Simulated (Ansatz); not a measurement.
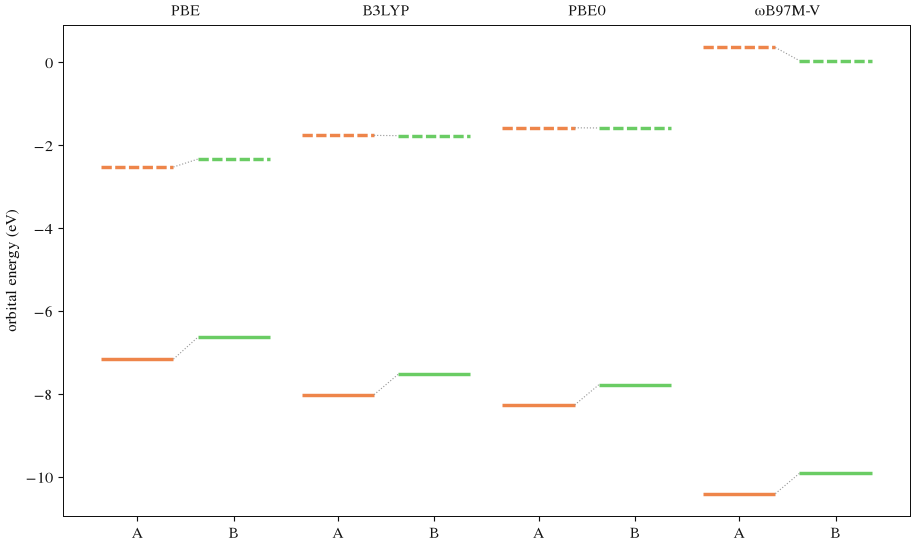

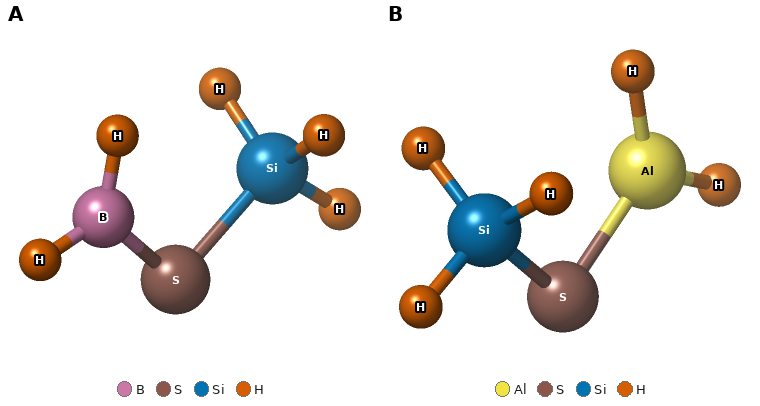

One change: A, BSiH₅S (SMILES BS[SiH3]), becomes B, AlSiH₅S (SMILES [AlH2][S][SiH3]). BH₂ on S is replaced by AlH₂. HOMO (solid) and LUMO (dashed) computed in def2-TZVPP at PBE0-D4/def2-TZVP geometries, both minima by their frequencies, gas phase, the Ansatz code 0.2.0. Empty levels above zero depend strongly on the basis.

**What does the change do to HOMO and LUMO?**

PBE: the HOMO rises by 0.52 eV, the LUMO rises by 0.19 eV, and the separation goes from 4.63 to 4.30 eV. B3LYP: the HOMO rises by 0.49 eV, the LUMO hardly moves, and the separation goes from 6.26 to 5.76 eV. PBE0: the HOMO rises by 0.49 eV, the LUMO hardly moves, and the separation goes from 6.69 to 6.19 eV. ωB97M-V: the HOMO rises by 0.49 eV, the LUMO falls by 0.32 eV, and the separation goes from 10.76 to 9.96 eV.

**Do the functionals agree on the effect?**

Not on every direction; the HOMO shift lies between 0.49 and 0.52 eV and the LUMO shift between −0.32 and 0.19 eV, while the separations themselves differ by up to 6.1 eV between functionals.
